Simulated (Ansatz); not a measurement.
# SiTe2 (model cell, started as rutile): the cell at rest, part 2 of 2

Wanted: the relaxed cell of SiTe2 (model cell, started as rutile).

Ansatz 0.2.0; DFT r2SCAN, scalar-relativistic, plane waves, PAW.

So far. Step 2 (A coarse first look): The coarse mesh shows no gap and a pressure of 11.7 GPa.

The structure was built from a prototype and need not be the compound's stable phase.

### Step 4. Relaxation (continued)

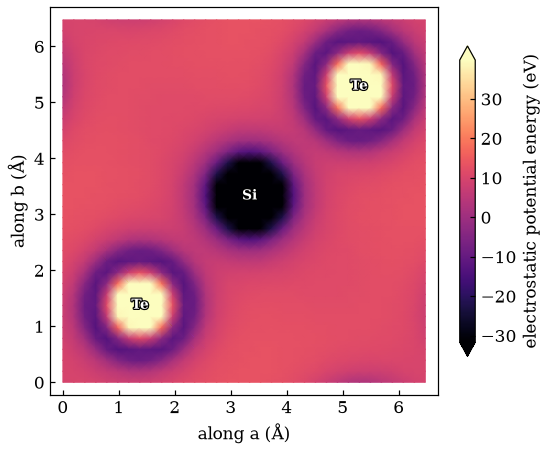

Electrostatic potential energy in the ab plane at fractional z = 0.000, with atoms of Si and Te within 0.2 Å of it. With pseudopotentials it is smooth inside the atoms' cores, unlike the true potential. The map starts off the cell's origin, so that atoms lie inside it.

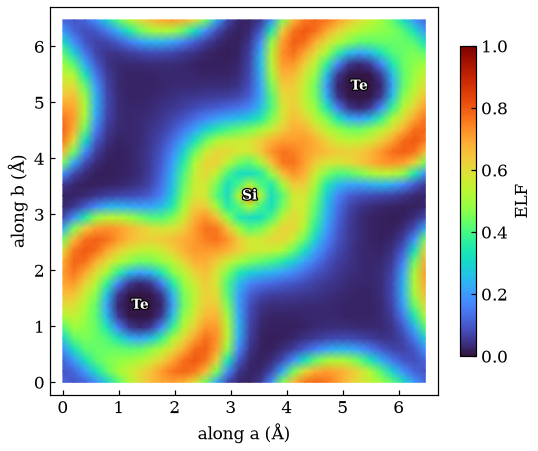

ELF in the ab plane at fractional z = 0.000, with atoms of Si and Te within 0.2 Å of it. It is the smooth field of the valence electrons, not physical close to the nuclei. The map starts off the cell's origin, so that atoms lie inside it.

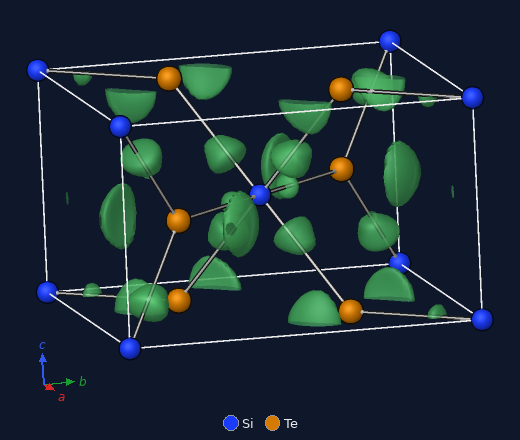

Surface of ELF = 0.75.

In this step the volume went from 27.93 to 28.16 Å³/atom.

### Step 5. Tight relaxation

Phonons need a cell at rest on their own settings, so the relaxation is repeated with tight tolerances on forces and stress, using the mesh and the filling of the phonon run that follows.

Contents of input.yaml:

```yaml
crystal:
  lattice:
    - [6.4742464276, 0.0, 0.0]
    - [0.0, 6.4742464276, 0.0]
    - [0.0, 0.0, 4.0313817605]
  atoms:
    - { symbol: Si, position: [0.0, 0.0, 0.0] }
    - { symbol: Si, position: [0.5, 0.5, 0.5] }
    - { symbol: Te, position: [0.3022545974, 0.3022545974, 0.0] }
    - { symbol: Te, position: [0.6977454026, 0.6977454026, 0.0] }
    - { symbol: Te, position: [0.8022545974, 0.1977454026, 0.5] }
    - { symbol: Te, position: [0.1977454026, 0.8022545974, 0.5] }
kpoints:
  mp_grid: { grid: [6, 6, 12] }
hamiltonian:
  xc: r2scan
scf:
  occupations: { method: methfessel_paxton, width: 0.2 }
output:
  forces: true
  stress: true
  eigenvalues: true
relax:
  adjacent_minimum: "off"
  f_tol: 0.001
  max_steps: 60
  cell: { stress_tol: 0.01 }
```

Launch:

```bash
$ ansatz run input.yaml --threads 8 --pin off --max-ram 14336MiB --backend cpu --events-out ev --progress --plain --runs-dir out
```

Numbers of over 12 decimals in the logs are rounded to 6 here.

What it wrote:

```text
[...]
Crystal: 6 atoms, lattice volume = 168.979 Å³
Basis set: ecut = 500 eV, 4291 PW (Γ), exchange–correlation on 192×192×120 points (64 copies of the dense FFT grid, shifted against one another)
Bands: 44, of which v1, the nominal top of the filled ones, is band 36 counted from 1 (35 counted from 0)
Symmetry: 16 space group operations
[...]
k-points: 70 of 432
[...]
cell:  # Å, volume = 169.0688 Å³
    - [6.483618, 0, 0.0]
    - [0, 6.483618, 0.0]
    - [0.0, 0.0, 4.021875]
  atoms:
    - { symbol: Si, position: [0, 0, 0.0] }
    - { symbol: Si, position: [0.500000, 0.500000, 0.500000] }
    - { symbol: Te, position: [0.302007, 0.302007, 0.0] }
    - { symbol: Te, position: [0.697993, 0.697993, 0.0] }
    - { symbol: Te, position: [0.802007, 0.197993, 0.500000] }
    - { symbol: Te, position: [0.197993, 0.802007, 0.500000] }
[key lines of the parts left out:]
SCF converged after 6 iterations
Free energy (F): -29255.803156 eV
Fermi energy:    8.344207 eV
P = ⅓ Tr σ = -0.0007 GPa (-0.007 kbar)
```

Elapsed: 68 s, on 8 threads of Arm Neoverse N1, shared host; peak memory 1.3 GiB; 8.9 min of CPU time.

Step by step:

| step | energy less that of the first step (eV) | largest force component (eV/Å) | pressure (GPa) | volume (Å³) |
| --- | --- | --- | --- | --- |
| 1 | 0.0000 | 0.0085 | 0.02 | 168.98 |
| 2 | -0.0001 | 0.0169 | -0.02 | 169.05 |
| 3 | -0.0002 | 0.0039 | 0.00 | 169.04 |
| 4 | -0.0002 | 0.0002 | 0.00 | 169.07 |
| 5* | -0.0002 | 0.0002 | 0.00 | 169.07 |

Relaxation steps marked * repeat the geometry before them on a plane-wave basis chosen anew for their cell, so energy and pressure can jump there.

Forces are held to the 16 operations that the run works with; a distortion that breaks them can't arise in this run.

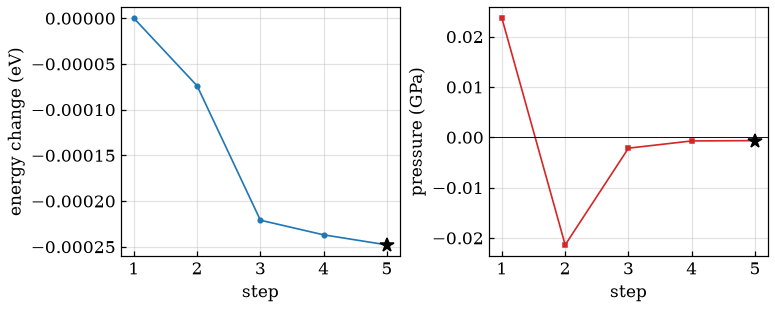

Energy and pressure along the relaxation. Stars mark steps on a basis chosen anew.

```
conventional cell, symmetrised  before  after  change
                         a (Å)   6.474  6.484  +0.1 %
                         b (Å)   6.474  6.484  +0.1 %
                         c (Å)   4.031  4.022  -0.2 %
              volume (Å³/atom)   28.16  28.18  +0.1 %
```

The relaxed structure:

```
Si Te
1.0
     6.48362    0.00000    0.00000
     0.00000    6.48362    0.00000
     0.00000    0.00000    4.02187
Si Te
2 4
Direct
  0.00000 0.00000 0.00000
  0.50000 0.50000 0.50000
  0.30201 0.30201 0.00000
  0.69799 0.69799 0.00000
  0.80201 0.19799 0.50000
  0.19799 0.80201 0.50000
```

This step gave:

* pressure: -6.66e-4 GPa
* volume per atom: 28.18 Å³

The largest force component left is 0.16 meV/Å and the pressure is -0.001 GPa, within the tolerances set. The cell now holds 28.18 Å³/atom.

### Step 6. Outcome

```
space group after relaxation (within 0.01 Å) : P4_2/mnm
lattice constant a                           : 6.484 Å
lattice constant b                           : 6.484 Å
lattice constant c                           : 4.022 Å
volume per atom                              : 28.2 Å³
```

The largest force component left is 0.16 meV/Å and the pressure is -0.001 GPa, within the tolerances set. The cell now holds 28.18 Å³/atom. The relaxation keeps the symmetry of its start, so it says nothing on stability against lower symmetry. Spin-orbit coupling is left out, which can matter for the heavy elements here. The starting cell was built on a prototype and not taken from a measurement, so the phase need not exist.

[Logs are printed without paths, hosts, clocks, repeated set-up lines and the standing remarks that a program may print on its own settings, such as how far it seeks lower states.]

[Hosts, paths, dates, database ids (printed as entryN), source tags and the programs' standing remarks are cut or masked in the printed files.]
